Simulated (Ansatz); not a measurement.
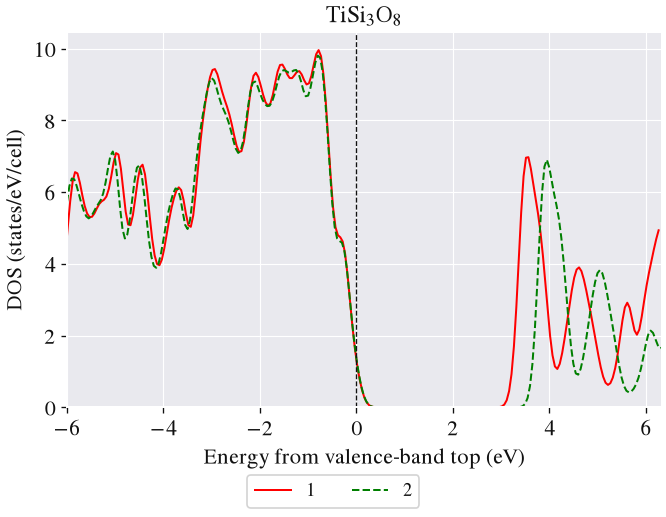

Total densities of states of TiSi3O8, space group Pmm2, 12 atoms in the cell, tetragonal host type, by two methods on the same cell. The curves are built from the levels of the k mesh with Gaussians 0.3 eV wide, which also blur the band edges. Each is counted from its own valence-band top.

Which curve is which? The methods: r2SCAN, PBE.

Answer. 1 is PBE; 2 is r2SCAN. PBE gives a gap of 3.31 eV and r2SCAN gives a gap of 3.76 eV.

Settings. PBE: DFT, PBE, plane waves, PAW, no spin polarisation, 8×4×4 k mesh, 420 eV cutoff (Ansatz). r2SCAN: DFT, r2SCAN, plane waves, PAW, no spin polarisation, 8×4×4 k mesh, 500 eV cutoff (Ansatz 0.2.0).

The atoms aren't at rest in this cell (largest force 0.4 eV/Å), so the relaxed material can differ.
